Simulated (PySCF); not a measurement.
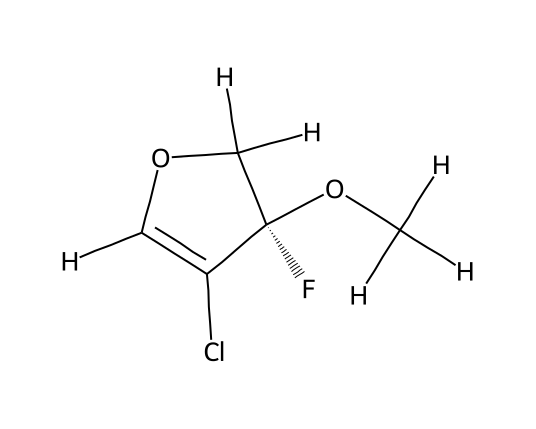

Computed geometry: GFN2-xTB optimisation. No frequency run is at hand to confirm it as a minimum. Properties computed with CAM-B3LYP/def2-SVPD, gas phase (PySCF 2.14.0). Excitations: vertical, linear response.

Predict the main results.

The species is C₅H₆ClFO₂ (`CO[C@]1(F)COC=C1Cl`).
- dipole moment: 0.98 D
- HOMO energy (Kohn–Sham orbital): −8.18 eV
- LUMO energy (Kohn–Sham orbital): 0.84 eV
- HOMO–LUMO gap: 9.01 eV
- mean static polarisability: 78.3 bohr³
- lowest vertical singlet excitation: 6.03 eV
- its oscillator strength: 0.214
